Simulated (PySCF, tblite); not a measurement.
**C₆H₁₂OSi₂: geometry, infrared bands, NMR shifts, electronic excitations and core binding energies**

What infrared bands, NMR shifts, electronic excitations and core binding energies should C₆H₁₂OSi₂ (`CC#C[Si@@H]1O[SiH2]C[C@H]1C`) show?

The runs use tblite 0.8.0 and PySCF 2.14.0, with density-fitted response routines of our own; the level of theory stands in each step. All values are computed, except where a source is named. Atoms count from 0, in the outputs and in this text.

## (1) The molecule as given

21 atoms, charge 0, multiplicity 1; geometry from: force field or distance geometry start.

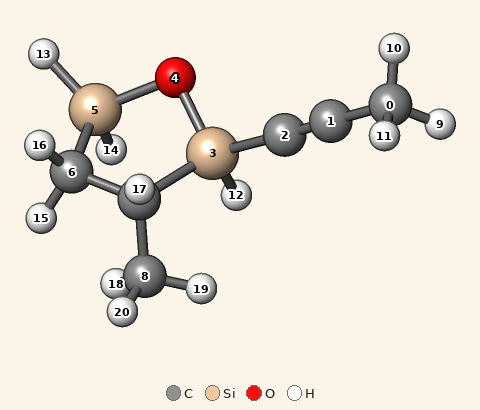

As it starts; carbon grey, silicon light orange, oxygen red, hydrogen white, atoms numbered.

## (2) Geometry optimisation with GFN2-xTB

What the job is given:

```
{"job": {"kind": "relax", "xc": "GFN2-xTB", "basis": "xTB"}, "charge": 0, "multiplicity": 1}
C      4.258500     0.069000     1.278500
C      2.898500    -0.052900     0.657600
C      1.824800    -0.183000     0.162700
Si     0.180900    -0.336100    -0.629700
O      0.125700     0.564200    -2.064800
Si    -1.597500     0.694200    -2.276300
C     -2.144700     1.068500    -0.545900
C     -1.139100     0.443500     0.416800
C     -1.854200    -0.685100     1.135900
H      4.738100    -0.936200     1.298100
H      4.870100     0.737300     0.685200
H      4.157900     0.355900     2.349400
H     -0.159700    -1.748500    -0.911500
H     -1.966000     1.721900    -3.242900
H     -2.059500    -0.644700    -2.635500
H     -3.159700     0.633300    -0.320000
H     -2.182700     2.156100    -0.372700
H     -0.731600     1.199500     1.104200
H     -2.654600    -1.036100     0.463000
H     -1.102000    -1.465300     1.352200
H     -2.311800    -0.383900     2.095300
```

The run is started by

```sh
> OMP_NUM_THREADS=1 python probes_run.py task.json out
```

One launch serves the whole session: the jobs run in the order shown.

Log:

```text
step      E/eV     max force
  0    -720.64376    3.274
  1    -720.80127    5.497
  2    -720.99667    1.070
  3    -721.06030    0.534
  4    -721.12272    0.433
  5    -721.16802    0.612
  6    -721.20699    0.459
  7    -721.23555    0.327
  8    -721.26213    0.359
  9    -721.28868    0.341
 10    -721.31309    0.335
 11    -721.33521    0.318
 12    -721.35610    0.288
 13    -721.37325    0.296
 14    -721.38676    0.282
 15    -721.39768    0.264
 16    -721.40642    0.207
 17    -721.41435    0.231
 18    -721.42207    0.200
 19    -721.42967    0.222
 20    -721.43737    0.202
 21    -721.44482    0.210
 22    -721.45220    0.183
 23    -721.46051    0.199
 24    -721.47001    0.252
 25    -721.47964    0.259
 26    -721.48791    0.193
 27    -721.49448    0.183
 28    -721.50034    0.172
 29    -721.50582    0.196
 30    -721.51088    0.187
 31    -721.51572    0.164
 32    -721.51986    0.167
 33    -721.52271    0.160
 34    -721.52489    0.118
 35    -721.52691    0.089
 36    -721.52957    0.088
 37    -721.53085    0.096
 38    -721.53295    0.107
 39    -721.53471    0.136
 40    -721.53729    0.125
 41    -721.54001    0.125
 42    -721.54242    0.116
 43    -721.54425    0.115
 44    -721.54605    0.129
 45    -721.54826    0.124
 46    -721.55063    0.127
 47    -721.55250    0.104
 48    -721.55389    0.093
 49    -721.55533    0.099
 50    -721.55742    0.106
 51    -721.55934    0.083
 52    -721.56059    0.087
 53    -721.56140    0.076
 54    -721.56223    0.070
 55    -721.56331    0.068
 56    -721.56456    0.082
 57    -721.56583    0.084
 58    -721.56721    0.093
 59    -721.56900    0.100
 60    -721.57131    0.088
 61    -721.57363    0.098
 62    -721.57544    0.103
 63    -721.57694    0.098
 64    -721.57852    0.100
 65    -721.58086    0.133
 66    -721.58515    0.131
 67    -721.58794    0.222
 68    -721.58941    0.140
 69    -721.59059    0.081
 70    -721.59202    0.060
 71    -721.59295    0.073
 72    -721.59385    0.072
 73    -721.59448    0.070
 74    -721.59511    0.064
 75    -721.59584    0.066
 76    -721.59714    0.083
 77    -721.59804    0.080
 78    -721.59912    0.082
 79    -721.60007    0.069
 80    -721.60108    0.071
 81    -721.60195    0.076
 82    -721.60294    0.063
 83    -721.60377    0.061
 84    -721.60459    0.069
 85    -721.60527    0.055
 86    -721.60589    0.053
 87    -721.60636    0.055
 88    -721.60690    0.069
 89    -721.60760    0.086
 90    -721.60843    0.086
 91    -721.60914    0.056
 92    -721.60967    0.054
 93    -721.61014    0.060
 94    -721.61069    0.107
 95    -721.61138    0.062
 96    -721.61160    0.061
 97    -721.61175    0.025
 98    -721.61188    0.033
 99    -721.61204    0.050
100    -721.61220    0.059
101    -721.61237    0.042
102    -721.61255    0.028
103    -721.61274    0.027
104    -721.61293    0.030
105    -721.61312    0.038
106    -721.61332    0.034
107    -721.61353    0.036
108    -721.61374    0.037
109    -721.61396    0.032
110    -721.61420    0.041
111    -721.61448    0.048
112    -721.61481    0.041
113    -721.61522    0.041
114    -721.61587    0.059
115    -721.61652    0.070
116    -721.61739    0.080
117    -721.61843    0.071
118    -721.61953    0.071
119    -721.62035    0.071
120    -721.62037    0.121
121    -721.62167    0.055
122    -721.62240    0.048
123    -721.62351    0.054
124    -721.62434    0.058
125    -721.62521    0.061
126    -721.62603    0.076
127    -721.62689    0.090
128    -721.62798    0.098
129    -721.62940    0.070
130    -721.63082    0.122
131    -721.63230    0.109
132    -721.63428    0.116
133    -721.63557    0.110
134    -721.63707    0.098
135    -721.63852    0.108
136    -721.64021    0.134
137    -721.64088    0.135
138    -721.64324    0.106
139    -721.64503    0.109
140    -721.64834    0.145
141    -721.65056    0.153
142    -721.65289    0.151
143    -721.65426    0.107
144    -721.65515    0.086
145    -721.65560    0.087
146    -721.65598    0.041
147    -721.65620    0.034
148    -721.65635    0.026
149    -721.65652    0.029
150    -721.65670    0.023
151    -721.65686    0.024
152    -721.65699    0.025
153    -721.65707    0.030
154    -721.65713    0.016
155    -721.65720    0.016
156    -721.65729    0.023
157    -721.65737    0.025
158    -721.65744    0.018
159    -721.65748    0.011
160    -721.65750    0.009
```

Run time: 2.8 s. Hardware: 1 thread of Arm Neoverse N1, shared host; peak memory 0.18 GiB.

The steps of the relaxation: (not every step is listed)

| step | energy from step 0 (eV) | largest force (eV/Å) |
| --- | --- | --- |
| 0 | 0.0000 | 3.2743 |
| 1 | -0.1575 | 5.4975 |
| 2 | -0.3529 | 1.0703 |
| 3 | -0.4165 | 0.5343 |
| 4 | -0.4790 | 0.4327 |
| 5 | -0.5243 | 0.6116 |
| 6 | -0.5632 | 0.4589 |
| 7 | -0.5918 | 0.3267 |
| 8 | -0.6184 | 0.3593 |
| 22 | -0.8084 | 0.1830 |
| 36 | -0.8858 | 0.0875 |
| 50 | -0.9137 | 0.1063 |
| 64 | -0.9348 | 0.0995 |
| 78 | -0.9554 | 0.0819 |
| 92 | -0.9659 | 0.0536 |
| 106 | -0.9696 | 0.0337 |
| 120 | -0.9766 | 0.1210 |
| 134 | -0.9933 | 0.0976 |
| 148 | -1.0126 | 0.0264 |
| 155 | -1.0134 | 0.0164 |
| 156 | -1.0135 | 0.0227 |
| 157 | -1.0136 | 0.0253 |
| 158 | -1.0137 | 0.0179 |
| 159 | -1.0137 | 0.0109 |
| 160 | -1.0137 | 0.0088 |

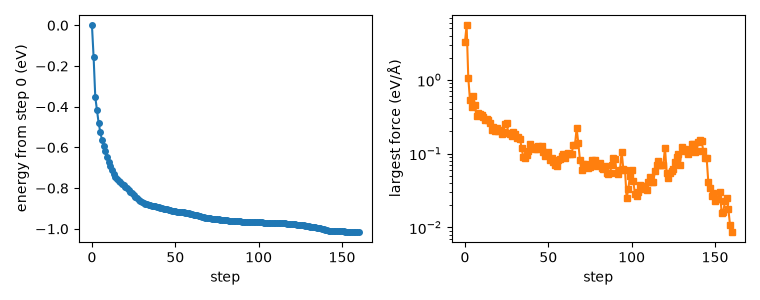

Energy and force, step by step.

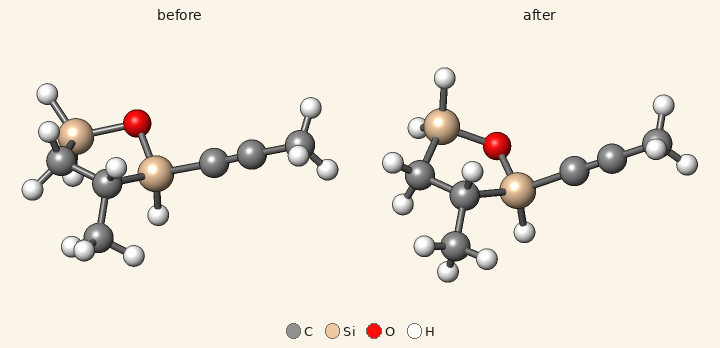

Before and after, at one scale.

Close pairs (by a distance rule), those that changed most:

| bond | before (Å) | after (Å) | change (Å) |
| --- | --- | --- | --- |
| O4–Si5 | 1.741 | 1.637 | -0.104 |
| Si3–C7 | 1.856 | 1.916 | +0.060 |
| C0–C1 | 1.500 | 1.445 | -0.055 |
| Si5–C6 | 1.853 | 1.907 | +0.054 |
| Si3–O4 | 1.695 | 1.645 | -0.050 |
| C6–H15 | 1.127 | 1.094 | -0.034 |
| C0–H9 | 1.114 | 1.090 | -0.024 |
| C0–H11 | 1.113 | 1.090 | -0.024 |

The next job starts from the end point, and lists it.

## (3) Infrared spectrum with GFN2-xTB

What the job is given:

```
{"job": {"kind": "ir", "xc": "GFN2-xTB", "basis": "xTB"}, "charge": 0, "multiplicity": 1}
C      4.235703     0.131977     1.037563
C      2.904390    -0.123352     0.535975
C      1.794405    -0.331985     0.115736
Si     0.115712    -0.692723    -0.550549
O     -0.047200     0.043758    -2.012630
Si    -1.308005     1.055404    -2.270437
C     -2.278946     0.716626    -0.664745
C     -1.275129     0.225952     0.394675
C     -1.959367    -0.578069     1.494901
H      4.809227    -0.794602     1.053027
H      4.742518     0.851317     0.394993
H      4.185243     0.534615     2.048888
H     -0.114647    -2.119350    -0.766110
H     -0.771041     2.410180    -2.366024
H     -1.965508     0.585938    -3.484429
H     -3.005898    -0.078685    -0.851447
H     -2.847854     1.570027    -0.292854
H     -0.829053     1.111987     0.863037
H     -2.408510    -1.483387     1.089796
H     -1.238596    -0.869257     2.256725
H     -2.746364     0.005273     1.973439
```

Log:

```text
mode    cm-1     km/mol
  1     -25.4      0.01
  2      43.2      0.74
  3      56.7      0.65
  4      99.1      0.12
  5     128.8      2.22
  6     194.0      7.86
  7     222.4     10.00
  8     238.6      6.99
  9     254.8      2.19
 10     315.2      0.23
 11     321.1      1.34
 12     345.0      4.92
 13     374.4      8.67
 14     389.8     24.32
 15     479.7     32.67
 16     553.9     53.91
 17     581.0     38.06
 18     604.8     49.09
 19     634.8     37.53
 20     653.9     59.59
 21     691.7    435.95
 22     746.6     97.89
 23     773.6    362.61
 24     781.6     26.87
 25     812.1    223.18
 26     921.0    415.95
 27     951.5     26.47
 28    1001.0      6.16
 29    1014.7      7.08
 30    1015.5      5.60
 31    1070.3     33.34
 32    1108.1      2.60
 33    1113.8     14.73
 34    1127.2     11.08
 35    1239.9      3.29
 36    1275.6      1.13
 37    1309.3      1.58
 38    1381.0      2.34
 39    1416.5      0.24
 40    1448.6      6.82
 41    1448.9      7.21
 42    1490.7      1.47
 43    1509.4      1.16
 44    1513.5      1.67
 45    2269.0     50.02
 46    2276.9    702.26
 47    2300.4    293.53
 48    2328.0    247.74
 49    2905.1     47.15
 50    2946.6     61.32
 51    2976.8     38.85
 52    2996.9     63.38
 53    3004.3     18.55
 54    3005.7     17.66
 55    3012.0     24.48
 56    3014.9     54.30
 57    3024.2     32.21
```

Run time: 1.9 s. Hardware: 1 thread of Arm Neoverse N1, shared host; peak memory 0.18 GiB.

Which atoms move in the most intense modes:

| cm⁻¹ | km/mol | atoms |
| --- | --- | --- |
| 692 | 435.9 | H12 35 %, Si3 34 % |
| 747 | 97.9 | C6 33 %, O4 12 %, Si3 10 % |
| 774 | 362.6 | H14 32 %, H13 30 %, Si5 18 % |
| 812 | 223.2 | Si5 20 %, H14 16 %, C6 16 %, H16 14 % |
| 921 | 415.9 | O4 71 % |
| 2277 | 702.3 | H13 67 %, H12 22 % |
| 2300 | 293.5 | H14 85 %, H13 12 % |
| 2328 | 247.7 | C1 52 %, C2 46 % |

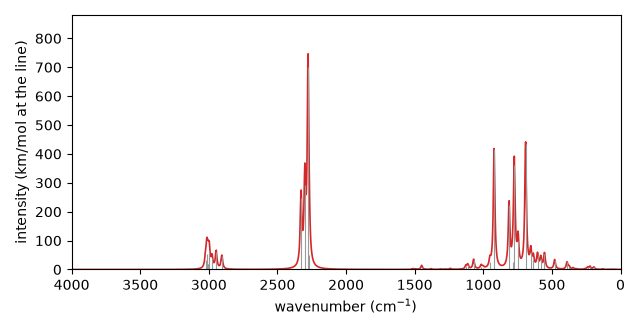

The infrared spectrum from these modes, unscaled. Lines are broadened to a width of 14 cm⁻¹ (Lorentzian).

## (4) Geometry optimisation at PBE0-D3(BJ)/def2-SVP

What the job is given:

```
{"job": {"xc": "PBE0", "basis": "def2-SVP", "d3": "d3bj", "grid": 1, "shake": 0.01, "kind": "geom"}, "charge": 0, "multiplicity": 1}
C      4.256110     0.106420     1.041740
C      2.898710    -0.127880     0.533820
C      1.774210    -0.334300     0.107080
Si     0.148940    -0.690470    -0.554080
O     -0.050010     0.037080    -2.023180
Si    -1.311910     1.060220    -2.272820
C     -2.269370     0.714630    -0.664500
C     -1.259670     0.231400     0.389620
C     -1.961200    -0.572660     1.514250
H      4.806530    -0.797040     1.063050
H      4.733650     0.848400     0.403820
H      4.191050     0.535530     2.055590
H     -0.142930    -2.109140    -0.775710
H     -0.787730     2.412940    -2.359020
H     -1.969960     0.575170    -3.484170
H     -3.006430    -0.064630    -0.843970
H     -2.845920     1.581140    -0.294910
H     -0.838310     1.117830     0.868860
H     -2.410660    -1.491220     1.092090
H     -1.263530    -0.862360     2.261640
H     -2.762750     0.005890     1.963800
```

Log:

```text
step   0  E = -889.09983083  max force = 0.036873
step   1  E = -889.11052960  max force = 0.006841
step   2  E = -889.11099419  max force = 0.001739
step   3  E = -889.11111055  max force = 0.001017
step   4  E = -889.11116702  max force = 0.001059
step   5  E = -889.11122534  max force = 0.001017
step   6  E = -889.11124802  max force = 0.000969
step   7  E = -889.11125185  max force = 0.000713
step   8  E = -889.11125273  max force = 0.000260
optimisation converged
```

It took 5.8 min on 1 thread of Arm Neoverse N1, shared host; peak memory 0.87 GiB.

Step by step:

| step | energy from step 0 (eV) | largest force component (eV/Å) |
| --- | --- | --- |
| 0 | 0.0000 | 1.8961 |
| 1 | -0.2911 | 0.3518 |
| 2 | -0.3038 | 0.0894 |
| 3 | -0.3069 | 0.0523 |
| 4 | -0.3085 | 0.0545 |
| 5 | -0.3101 | 0.0523 |
| 6 | -0.3107 | 0.0498 |
| 7 | -0.3108 | 0.0367 |
| 8 | -0.3108 | 0.0134 |

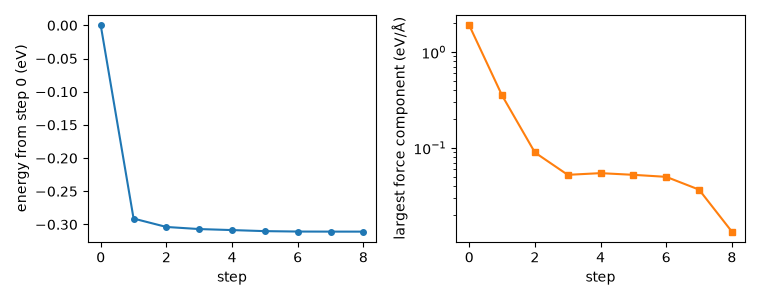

Energy and force, step by step.

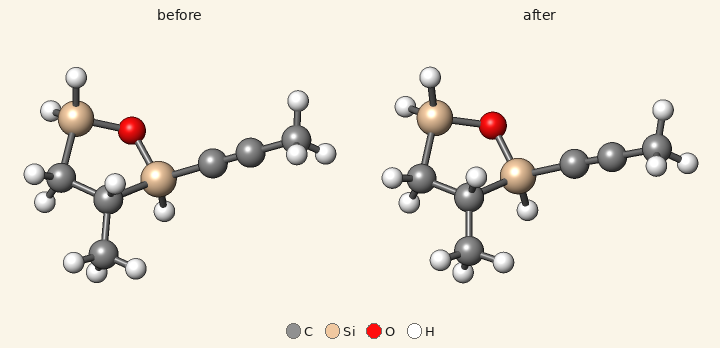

Before and after, at one scale.

Distances of close pairs at the start and the end, largest changes first:

| bond | before (Å) | after (Å) | change (Å) |
| --- | --- | --- | --- |
| C0–H9 | 1.058 | 1.101 | +0.043 |
| Si5–H13 | 1.453 | 1.495 | +0.041 |
| C8–H19 | 1.063 | 1.102 | +0.039 |
| O4–Si5 | 1.644 | 1.681 | +0.038 |
| C2–Si3 | 1.790 | 1.823 | +0.032 |
| Si5–H14 | 1.461 | 1.492 | +0.030 |
| Si3–C7 | 1.930 | 1.901 | -0.029 |
| Si3–O4 | 1.651 | 1.680 | +0.028 |

The end geometry stands in the next job.

| at the end point | value |
| --- | --- |
| point group (found at 0.08 Å tolerance) | C1 |
| rotational constants (GHz, main isotopes) | 1.857, 0.667, 0.539 |
| dipole moment (D) | 2.27 |

(Part 1 of 3 ends here.)
